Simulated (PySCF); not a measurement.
# C$_{4}$HF$_{3}$O, SMILES `C#CC(=O)C(F)(F)F`: electronic structure

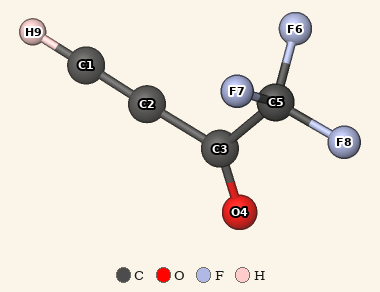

The molecule, with its atoms numbered as below. No frequency check shows the geometry to be a minimum.

Geometry (Å), atoms numbered from 1:

```
C1      -2.6992    0.6197   -0.0002
C2      -1.6854   -0.0261    0.0007
C3      -0.4635   -0.7609    0.0005
O4      -0.3256   -1.9485   -0.0000
C5       0.7644    0.2101    0.0001
F6       0.7449    1.0063   -1.0792
F7       0.7440    1.0090    1.0772
F8       1.9221   -0.4426    0.0014
H9      -3.5911    1.1773   -0.0010
```

## 1. Bonding charge

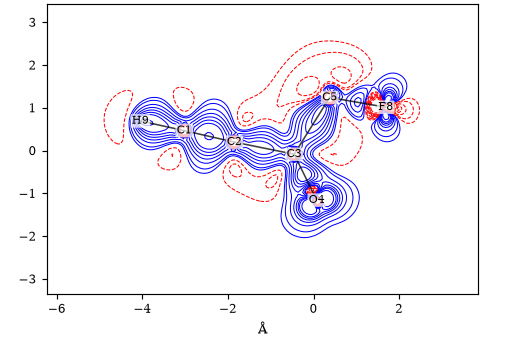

Deformation density (molecule less spherical, spin-averaged free atoms) in the plane of C1, C2, C3, O4, C5, F8 and H9; contours at ±0.05 to ±0.8 e/Å³; solid blue lines: gain, dashed red lines: loss.

PySCF calculation, B3LYP/def2-SVPD, gas phase; geometry: GFN2-xTB.

Describe the bonding that the map shows.

Answer. C1–C2: +0.82 e/Å³ at the bond critical point (bond length 1.20 Å). C1–H9: +0.79 e/Å³ at the bond critical point (bond length 1.05 Å). C3–O4: +0.67 e/Å³ at the bond critical point (bond length 1.20 Å). C2–C3: +0.58 e/Å³ at the bond critical point (bond length 1.43 Å). C3–C5: +0.57 e/Å³ at the bond critical point (bond length 1.56 Å). C5–F8: +0.16 e/Å³ at the bond critical point (bond length 1.33 Å). In all, 2.3 electrons gather in the regions of gain relative to the promolecule.

Where do the Hirshfeld charges lie?

Answer. The highest Hirshfeld charge is on C5 (+0.27 e), the lowest on O4 (−0.20 e).

## 2. Bond critical points

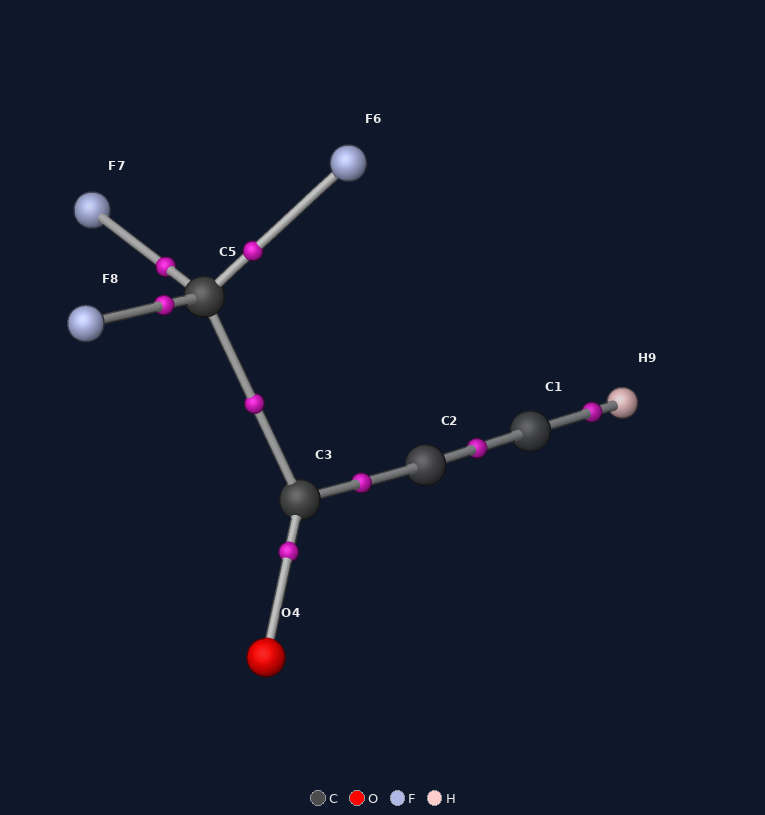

Molecular graph of the electron density (QTAIM): bond paths, bond critical points (magenta), ring points (cyan, if any); weak paths are dashed.

How many critical points of each kind are there, and does the count close?

Answer. 9 nuclei, 8 bond, 0 ring and 0 cage critical points: 9 − 8 + 0 − 0 = 1, as the Poincaré–Hopf relation requires.

Give the properties at the bond critical points.

Answer.
```
           bond  length (Å)  ρ (a.u.)  ∇²ρ (a.u.)     ε  H (a.u.)
          C3–O4       1.196     0.424       +0.39  0.10    −0.756
          C1–C2       1.202     0.404       −1.10  0.07    −0.559
          C1–H9       1.052     0.297       −1.28  0.01    −0.351
          C2–C3       1.426     0.290       −0.76  0.06    −0.265
          C5–F8       1.329     0.283       −0.20  0.14    −0.427
C5–F7 (2 alike)       1.341     0.275       −0.23  0.14    −0.407
          C3–C5       1.565     0.250       −0.63  0.03    −0.204
```

What kind of interaction is C1–H9?

Answer. Shared-shell (covalent): ρ = 0.297, ∇²ρ = −1.28, H = −0.351 a.u.

## 3. Local ionisation energy

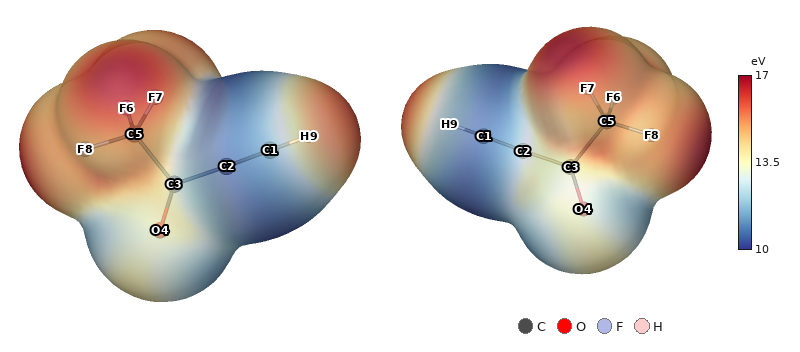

Average local ionisation energy on the surface of electron density 0.001 a.u. (back view left, front view right).

Where are the most loosely bound electrons on this surface?

Answer. The lowest value is 10.3 eV, off the C1–C2 bond (2.1 Å from its atoms), and at like points elsewhere. Further minima include 11.6 eV, 1.8 Å from O4; 14.4 eV, 1.7 Å from F8. For comparison, the highest occupied orbital lies at −8.8 eV.

What volume does the surface enclose, and what is the dipole moment?

Answer. About 114 Å³; the dipole moment is 3.3 D.

## 4. Removing or adding an electron

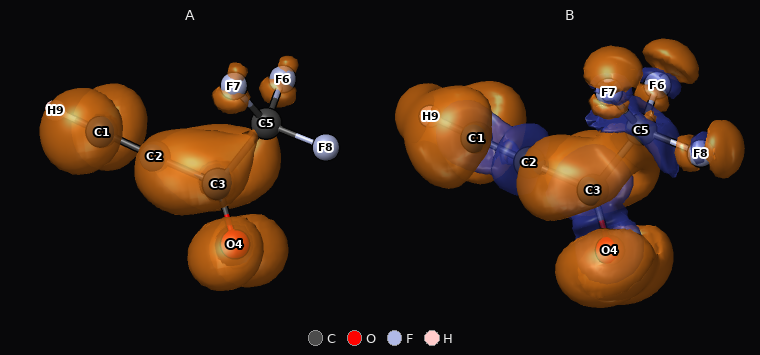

The Fukui function f⁺ from two separate SCF calculations and the density of the LUMO, at ±0.015 e/Å³ (orange positive, blue negative).

Level of theory: M06-2X/6-31+G* (PySCF), at a geometry from GFN2-xTB.

Which panel is which, and how good is the frozen-orbital picture?

Answer. B is f⁺ (it has negative regions), A the LUMO density. The LUMO lies on C3 (29 %), O4 (27 %) and C1 (21 %); f⁺ (Hirshfeld-condensed) is largest on C1 (0.23), O4 (0.22) and C3 (0.20); the vertical electron affinity is 0.81 eV (the stability of the anion's solution wasn't checked; the anion's highest orbital has positive energy, so this value and f⁺ depend on the basis). Relaxation shifts 18 % of the electron between atoms. The orbital energy is −1.97 eV.

## 5. Localised orbitals

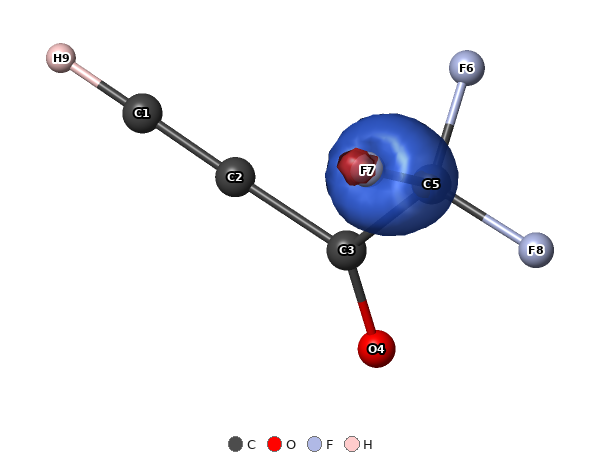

Intrinsic bond orbitals (IBO), occupied; each surface holds about 80 % of the orbital's density. Energies are diagonal elements of the Fock matrix.

PySCF calculation, PBE0/def2-SVP, gas phase; geometry: GFN2-xTB.

What does this orbital represent?

Answer. σ bond F7–C5 (F7 69 %, C5 31 %; −26.9 eV).
